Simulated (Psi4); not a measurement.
# SiO2 (silicon dioxide molecule) at PBE0/cc-pVTZ

Aim: the energy change on altering one bond length of SiO2 (silicon dioxide molecule) at PBE0/cc-pVTZ, from 2 runs. 

The calculation is run with Psi4 1.11.

3 further runs of the same task are left out: 2 that didn't finish, 1 set aside as unsound or not needed.

**1. The structure to begin with**

The species is SiO2 (3 atoms), meant as a singlet with charge 0. As SMILES, `O=[Si]=O`. Geometry: relaxed at PBE0-D4/def2-TZVP.

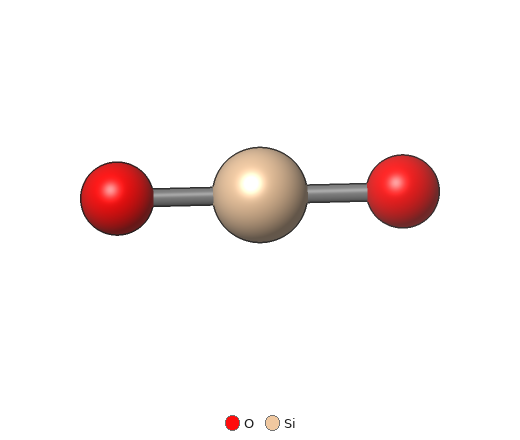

The structure, seen from a chosen angle (oxygen red, silicon light orange).

**2. Energy and forces at PBE0/cc-pVTZ**

The input, calc.dat:

```
memory 2200 mb

molecule m {
  O      0.697730     1.229600     0.518760
  Si    -0.000010     0.000000     0.000000
  O     -0.697730    -1.229610    -0.518760
  symmetry c1
  no_reorient
  no_com
}

set {
  basis                cc-pVTZ
  puream               true
  e_convergence        1e-09
  d_convergence        1e-08
  scf_type             pk
  dft_radial_points    99
  dft_spherical_points 590
}

e_tot, wfn = gradient("pbe0", return_wfn=True)
oeprop(wfn, "QUADRUPOLE", "LOWDIN_CHARGES", "WIBERG_LOWDIN_INDICES")
```

Launch:

```
psi4 -n 1 calc.dat calc.out
```

calc.out:

```text
[...]
  Running in c1 symmetry.
[...]
  Nuclear repulsion =   89.956438948079580
[...]
  Multiplicity = 1
[...]
  Nalpha       = 15
  Nbeta        = 15
[...]
    Number of basis functions: 94
[...]
   @RKS iter   1:  -439.31823300578736   -2.63612e-01   1.11574e-02 DIIS/ADIIS
[...]
   @RKS iter  11:  -439.72907591284752   -1.98952e-12   3.89775e-09 DIIS
[...]
    Orbital Energies [Eh]
    ---------------------
    Doubly Occupied:
       1A    -66.344936     2A    -19.235269     3A    -19.235266
       4A     -5.415892     5A     -3.752340     6A     -3.752340
       7A     -3.744079     8A     -1.023366     9A     -0.998682
      10A     -0.485581    11A     -0.412668    12A     -0.402530
      13A     -0.402530    14A     -0.361961    15A     -0.361961
[...]
  @RKS Final Energy:  -439.72907591284752
   => Energetics <=
    Nuclear Repulsion Energy =             89.9564389480795796
    One-Electron Energy =                -787.1718495458495681
    Two-Electron Energy =                 286.1145210922055071
    DFT Exchange-Correlation Energy =     -28.6281864072830814
    Empirical Dispersion Energy =           0.0000000000000000
    VV10 Nonlocal Energy =                  0.0000000000000000
    Total Energy =                       -439.7290759128475202
[...]
  -Total Gradient:
     Atom            X                  Y                   Z
    ------   -----------------  -----------------  -----------------
       1       -0.003348902611    -0.005902759877    -0.002490230459
       2       -0.000001475443    -0.000000579736    -0.000000432979
       3        0.003350378579     0.005903339418     0.002490663460
[...]
 Multipole Moments:
 ------------------------------------------------------------------------------------
     Multipole            Electronic (a.u.)      Nuclear  (a.u.)        Total (a.u.)
 ------------------------------------------------------------------------------------
 L = 1.  Multiply by 2.5417464519 to convert [e a0] to [Debye]
 Dipole X            :          0.0002437           -0.0002646           -0.0000209
 Dipole Y            :          0.0001615           -0.0001512            0.0000104
 Dipole Z            :         -0.0000000            0.0000000           -0.0000000
 Magnitude           :                                                    0.0000233
 L = 2.  Multiply by 1.3450342976 to convert [e a0^2] to [Debye ang]
 Quadrupole XX       :        -44.4725126           27.8158612          -16.6566514
 Quadrupole XY       :        -52.3204449           49.0197096           -3.3007353
[...]
```

Run time: 49 s. Hardware: 1 thread of Intel Xeon at 2.50GHz (Skylake/Cascade Lake), shared host; peak memory 0.94 GiB.

**3. The distorted shape, same level**

The input, o2si.dat:

```
memory 2200 MB

molecule {
  0 1
  O      0.907039     1.598457     0.674378
  Si    -0.000010     0.000000     0.000000
  O     -0.697730    -1.229610    -0.518760
  units angstrom
  symmetry c1
}

set reference rks
set puream true
set e_convergence 1e-09
set d_convergence 1e-08
set scf_type pk
set dft_radial_points 99
set dft_spherical_points 590

e_tot, wfn = gradient('pbe0/cc-pVTZ', return_wfn=True)
oeprop(wfn, 'DIPOLE', 'LOWDIN_CHARGES', 'WIBERG_LOWDIN_INDICES')
```

Launch:

```
psi4 o2si.dat o2si.out -n 1
```

o2si.out:

```text
[...]
  Running in c1 symmetry.
[...]
  Nuclear repulsion =   79.408136821326877
[...]
  Multiplicity = 1
[...]
  Nalpha       = 15
  Nbeta        = 15
[...]
    Number of basis functions: 94
[...]
   @RKS iter   1:  -439.17280789729170   -4.43104e-01   1.11512e-02 DIIS/ADIIS
[...]
   @RKS iter  13:  -439.63194107840752   -3.46745e-12   1.99044e-09 DIIS
[...]
    Orbital Energies [Eh]
    ---------------------
    Doubly Occupied:
       1A    -66.396432     2A    -19.256292     3A    -19.254459
       4A     -5.455465     5A     -3.792299     6A     -3.792299
       7A     -3.783365     8A     -1.029557     9A     -0.928767
      10A     -0.502114    11A     -0.403182    12A     -0.403182
      13A     -0.401125    14A     -0.323450    15A     -0.323450
[...]
  @RKS Final Energy:  -439.63194107840752
   => Energetics <=
    Nuclear Repulsion Energy =             79.4081368213268775
    One-Electron Energy =                -765.7523050182373936
    Two-Electron Energy =                 275.1858319792319207
    DFT Exchange-Correlation Energy =     -28.4736048607290009
    Empirical Dispersion Energy =           0.0000000000000000
    VV10 Nonlocal Energy =                  0.0000000000000000
    Total Energy =                       -439.6319410784075217
[...]
  -Total Gradient:
     Atom            X                  Y                   Z
    ------   -----------------  -----------------  -----------------
       1        0.000000244399     0.000000006829     0.144867470930
       2       -0.000000512830    -0.000000014331    -0.148341627817
       3        0.000000267732     0.000000007483     0.003470625298
[...]
 Multipole Moments:
 ------------------------------------------------------------------------------------
     Multipole            Electronic (a.u.)      Nuclear  (a.u.)        Total (a.u.)
 ------------------------------------------------------------------------------------
 L = 1.  Multiply by 2.5417464519 to convert [e a0] to [Debye]
 Dipole X            :         -0.0000190           -0.0000001           -0.0000191
 Dipole Y            :         -0.0000005           -0.0000000           -0.0000005
 Dipole Z            :         -0.3542699           -0.0016143           -0.3558842
 Magnitude           :                                                    0.3558842
[...]
```

Run time: 41 s. Hardware: 1 thread of Intel Xeon at 2.50GHz (Skylake/Cascade Lake), shared host; peak memory 0.93 GiB.

**4. Results**

Level: PBE0/cc-pVTZ.

| quantity | value |
| --- | --- |
| first shape: total energy | -439.72908 Eh |
| first shape: dipole moment | 0.00 D |
| first shape: HOMO energy | -9.85 eV |
| first shape: LUMO energy | -3.30 eV |
| first shape: HOMO–LUMO gap | 6.55 eV |
| first shape: largest force on an atom | 0.372 eV/Å |
| distorted shape: total energy | -439.63194 Eh |
| distorted shape: dipole moment | 0.90 D |
| distorted shape: HOMO energy | -8.80 eV |
| distorted shape: LUMO energy | -4.45 eV |
| distorted shape: HOMO–LUMO gap | 4.36 eV |
| distorted shape: largest force on an atom | 7.628 eV/Å |
| energy change with the O1–Si2 bond stretched from 1.506 to 1.958 Å | 2.643 eV |

What this shows: With the O1–Si2 bond stretched from 1.506 to 1.958 Å the energy rises by 2.64 eV (61 kcal/mol). The largest force (first shape) is 0.37 eV/Å: the shape isn't a stationary point for this species at this level.
